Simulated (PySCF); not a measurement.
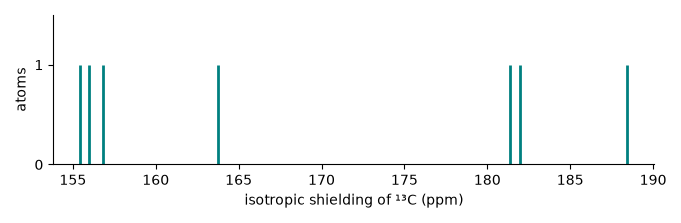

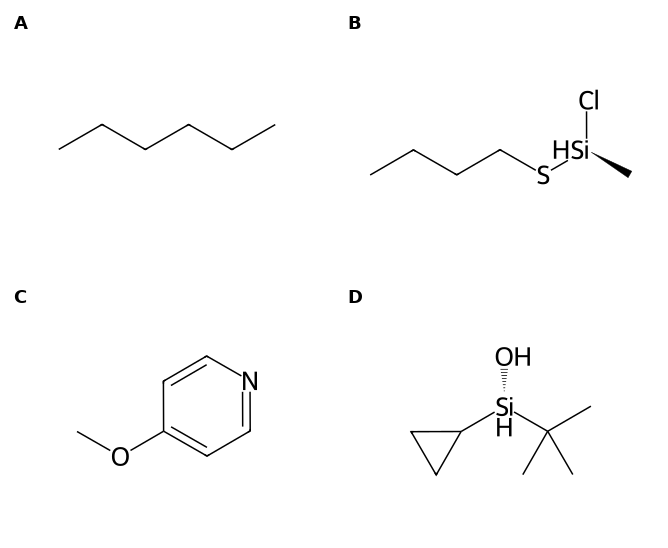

The sticks are computed shieldings of one of the molecules, for one fixed geometry (PBE0-D3(BJ)/def2-SVP) without averaging over rotations. Low shielding means a high chemical shift. Method: GIAO CAM-B3LYP/pcSseg-1 NMR shielding, non-relativistic, gas phase (PySCF 2.14.0).

### Which molecule gives this pattern?

D, `CC(C)(C)[Si@@H](O)C1CC1`. Its 7 C atoms give lines at 155.5, 156.0, 156.8, 163.8, 181.4, 182.0, 188.4 ppm.
